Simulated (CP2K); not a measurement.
**CH7NOSSi (SMILES C[Si](N)(O)S): GFN2-xTB**

Aim: the vertical ionisation energy of CH7NOSSi at GFN2-xTB, from 2 runs. 

The results are computed with CP2K 2026.2.

1 further run of the same task is left out (set aside as unsound or not needed).

### Step 1. The molecule

CH7NOSSi has 12 atoms, charge 0, and is taken as a singlet. SMILES: `C[Si](N)(O)S`. The shape comes from a force field and isn't a relaxed structure. This is one conformer, not always the lowest.

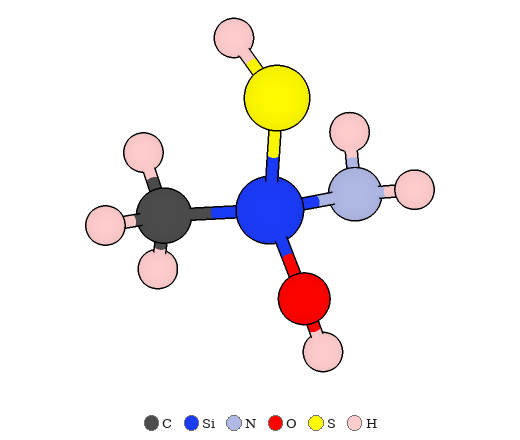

Viewed from a chosen angle; carbon dark grey, silicon blue, nitrogen light blue, oxygen red, sulfur yellow, hydrogen pink.

### Step 2. Energy and forces at GFN2-xTB

File molecule.xyz:

```xyz
12

C     -1.267800     0.712500    -0.306800
Si     0.140200    -0.096000     0.379100
N      0.654900    -1.364500    -0.598200
O     -0.014700    -0.822100     1.825400
S      1.804900     1.204500     0.511700
H     -1.106200     1.199500    -1.306300
H     -1.624000     1.579200     0.329500
H     -2.123500     0.089200    -0.441600
H      1.028000    -0.979600    -1.427900
H      1.517400    -1.751000    -0.109200
H     -0.579100    -1.672900     1.802500
H      1.647000     1.846200    -0.624000
```

File molecule.inp:

```
&GLOBAL
    PROJECT molecule
    RUN_TYPE ENERGY_FORCE
    PRINT_LEVEL MEDIUM
&END GLOBAL

&FORCE_EVAL
    METHOD QUICKSTEP
    &DFT
        &QS
            METHOD XTB
            EPS_DEFAULT 1.0E-10
            &XTB
                GFN_TYPE TBLITE
                &TBLITE
                    METHOD GFN2
                &END TBLITE
                CHECK_ATOMIC_CHARGES F
            &END XTB
        &END QS
        &POISSON
            PERIODIC NONE
            POISSON_SOLVER ANALYTIC
        &END POISSON
        # self-consistent field
        &SCF
            SCF_GUESS ATOMIC
            EPS_SCF 1.0E-07
            MAX_SCF 150
            ADDED_MOS 4
            &DIAGONALIZATION
                ALGORITHM STANDARD
            &END DIAGONALIZATION
            &MIXING
                METHOD DIRECT_P_MIXING
                ALPHA 0.4
            &END MIXING
            &SMEAR ON
                METHOD FERMI_DIRAC
                ELECTRONIC_TEMPERATURE [K] 300
            &END SMEAR
        &END SCF
        # extra output
        &PRINT
            &MOMENTS
                PERIODIC F
                REFERENCE COM
                MAX_MOMENT 1
            &END MOMENTS
            &MO ON
                ENERGIES T
                OCCUPATION_NUMBERS T
                NDIGITS 6
                &EACH
                    QS_SCF 0
                &END EACH
                ADD_LAST NUMERIC
            &END MO
            &HIRSHFELD OFF
            &END HIRSHFELD
        &END PRINT
    &END DFT
    # structure
    &SUBSYS
        # vacuum box
        &CELL
            ABC 13.9 13.6 13.3
            PERIODIC NONE
        &END CELL
        &TOPOLOGY
            COORD_FILE_NAME molecule.xyz
            COORD_FILE_FORMAT XYZ
            &CENTER_COORDINATES
            &END CENTER_COORDINATES
        &END TOPOLOGY
    &END SUBSYS
    # extra output
    &PRINT
        &FORCES ON
        &END FORCES
    &END PRINT
&END FORCE_EVAL
```

Command:

```
$ OMP_NUM_THREADS=1 cp2k.psmp -i molecule.inp > molecule.out 2>&1
```

Log:

```text
CP2K| version string:                                       CP2K version 2026.2
[...]
 GLOBAL| Method name                                                        CP2K
[...]
 GLOBAL| Run type                                                   ENERGY_FORCE
[...]
                             - Atoms:                                         12
[...]
                             - Spherical basis functions:                     37
[...]
 Number of electrons:                                                         32
[...]
  *** SCF run converged in    20 steps ***
[...]
  Fermi energy:                                                -0.19788067183050
[...]
 TB_DIPOLE| Moment [Debye]         -1.75479298      -1.46816615      -1.64875910
 TB_DIPOLE| Derivative [a.u.]       0.00000000       0.00000000       0.00000000
[...]
 ENERGY| Total FORCE_EVAL ( QS ) energy [hartree]            -17.719041583874681
 FORCES| Atomic forces [hartree/bohr]
 FORCES|   Atom     x               y               z               |f|
 FORCES|      1 -6.24275808E-02  7.34533019E-02 -3.23027132E-02   1.01666394E-01
 FORCES|      2  3.15256415E-02 -1.75835975E-02  4.69020233E-02   5.91848693E-02
 FORCES|      3  4.05967731E-02 -3.75884509E-02  4.44553522E-03   5.55045260E-02
 FORCES|      4 -3.01353642E-02 -3.28344315E-02  5.02752459E-03   4.48499283E-02
 FORCES|      5  1.78129963E-02  1.52353227E-02  1.43797192E-02   2.74989857E-02
 FORCES|      6  1.95506476E-03 -1.07804697E-02  1.57674902E-02   1.92003789E-02
 FORCES|      7  7.36038858E-03 -1.79410659E-02 -9.29524420E-03   2.15048537E-02
 FORCES|      8 -8.27012012E-03 -9.92571730E-03  1.05738704E-04   1.29199819E-02
 FORCES|      9  4.43908785E-03 -2.67337299E-03 -2.68805879E-02   2.73755078E-02
 FORCES|     10 -2.62618611E-02  7.27366276E-04 -1.71601851E-02   3.13797126E-02
 FORCES|     11  2.65024654E-02  3.85701058E-02  3.48895719E-03   4.69276737E-02
 FORCES|     12 -3.09749112E-03  1.34100900E-03 -4.47825797E-03   5.60781159E-03
 FORCES| Sum     9.75781955E-17  1.82145965E-17 -4.33680869E-18
[...]
```

Wall time 1.1 s (1 thread of Intel Xeon Platinum 8488C (Sapphire Rapids), shared host); peak memory 0.19 GiB.

### Step 3. The doublet cation

molecule.xyz is that of step 2.

File molecule.inp:

```
&GLOBAL
  PROJECT molecule
  RUN_TYPE ENERGY_FORCE
  PRINT_LEVEL MEDIUM
&END

&FORCE_EVAL
  METHOD Quickstep
  &DFT
    CHARGE 1
    MULTIPLICITY 2
    LSD T
    &QS
      METHOD XTB
      EPS_DEFAULT 1.0E-10
      &XTB
        GFN_TYPE TBLITE
        &TBLITE
          METHOD GFN2
        &END
        CHECK_ATOMIC_CHARGES F
      &END
    &END
    &POISSON
      PERIODIC NONE
      POISSON_SOLVER ANALYTIC
    &END
    &SCF
      SCF_GUESS ATOMIC
      EPS_SCF 1.0E-07
      MAX_SCF 150
      ADDED_MOS 2
      &DIAGONALIZATION
        ALGORITHM STANDARD
      &END
      &MIXING
        METHOD DIRECT_P_MIXING
        ALPHA 0.4
      &END
      &SMEAR ON
        METHOD FERMI_DIRAC
        ELECTRONIC_TEMPERATURE [K] 300
      &END
    &END
    &PRINT
      &MOMENTS
        PERIODIC F
        REFERENCE COM
        MAX_MOMENT 1
      &END
      &MO ON
        ENERGIES T
        OCCUPATION_NUMBERS T
        NDIGITS 6
        &EACH
          QS_SCF 0
        &END
        ADD_LAST NUMERIC
      &END
      &HIRSHFELD OFF
      &END
    &END
  &END
  &SUBSYS
    &CELL
      ABC 13.9 13.6 13.3
      PERIODIC NONE
    &END
    &TOPOLOGY
      COORD_FILE_NAME molecule.xyz
      COORD_FILE_FORMAT XYZ
      &CENTER_COORDINATES
      &END
    &END
  &END
  &PRINT
    &FORCES ON
    &END
  &END
&END
```

Command:

```
$ OMP_NUM_THREADS=1 cp2k.psmp -i molecule.inp -o molecule.out
```

Log:

```text
CP2K| version string:                                       CP2K version 2026.2
[...]
 GLOBAL| Method name                                                        CP2K
[...]
 GLOBAL| Run type                                                   ENERGY_FORCE
[...]
                             - Atoms:                                         12
[...]
                             - Spherical basis functions:                     37
[...]
 Number of electrons:                                                         16
[...]
  *** SCF run converged in    27 steps ***
[...]
  Fermi energy:                                                -0.59856834508716
[...]
 TB_DIPOLE| Moment [Debye]         -0.14555029      -0.11933243      -2.60653879
 TB_DIPOLE| Derivative [a.u.]       0.00000000       0.00000000       0.00000000
[...]
 ENERGY| Total FORCE_EVAL ( QS ) energy [hartree]            -17.234546683777314
 FORCES| Atomic forces [hartree/bohr]
 FORCES|   Atom     x               y               z               |f|
 FORCES|      1 -5.33804537E-02  7.50385636E-02 -3.26221382E-02   9.76957664E-02
 FORCES|      2 -5.39406339E-03 -3.16939660E-02  6.54814213E-02   7.29480632E-02
 FORCES|      3  5.48526037E-02 -2.45001122E-02  5.87395958E-03   6.03619667E-02
 FORCES|      4 -2.24227455E-02 -2.42271297E-02 -1.04593210E-02   3.46284670E-02
 FORCES|      5  2.87773581E-02  1.43904322E-02  1.65164830E-02   3.61664912E-02
 FORCES|      6 -1.50482779E-04 -9.47764553E-03  1.39139740E-02   1.68358867E-02
 FORCES|      7  5.80393021E-03 -1.70402312E-02 -8.95784416E-03   2.01071643E-02
 FORCES|      8 -8.50087640E-03 -1.02616282E-02  3.23438416E-04   1.33293107E-02
 FORCES|      9  3.15720411E-03 -6.22864125E-03 -3.24061820E-02   3.31500308E-02
 FORCES|     10 -2.42712770E-02 -6.37897469E-03 -1.64905623E-02   3.00287337E-02
 FORCES|     11  2.39221778E-02  3.46562949E-02  8.36340980E-03   4.29333902E-02
 FORCES|     12 -2.39337523E-03  5.72303787E-03 -9.53663825E-03   1.13766813E-02
 FORCES| Sum    -1.51354623E-16  1.25767452E-16 -1.09287579E-16
[...]
```

Wall time 1.2 s (1 thread of Intel Xeon Platinum 8488C (Sapphire Rapids), shared host); peak memory 0.19 GiB.

### Step 4. Results

Level: GFN2-xTB.

| quantity | value |
| --- | --- |
| singlet CH7NOSSi: total energy | -17.71904 Eh |
| singlet CH7NOSSi: dipole moment (from atomic charges alone) | 2.82 D |
| singlet CH7NOSSi: HOMO energy | -10.02 eV |
| singlet CH7NOSSi: LUMO energy | -4.51 eV |
| singlet CH7NOSSi: HOMO–LUMO gap | 5.51 eV |
| singlet CH7NOSSi: largest force on an atom | 5.228 eV/Å |
| doublet cation: total energy | -17.23455 Eh |
| doublet cation: HOMO energy (highest over α and β) | -16.37 eV |
| doublet cation: LUMO energy (lowest over α and β) | -16.21 eV |
| doublet cation: largest force on an atom | 5.024 eV/Å |
| vertical ionisation energy (to the doublet cation) | 13.184 eV |

What this shows: Removing an electron at fixed nuclei costs 13.18 eV (304 kcal/mol). The largest force (singlet CH7NOSSi) is 5.23 eV/Å: the shape isn't a stationary point for this species at this level. No empirical shift is applied, and without it xTB methods put this difference several eV too high. The dipole (singlet CH7NOSSi) comes from point charges on the atoms alone, without atomic dipoles, so it is partial.
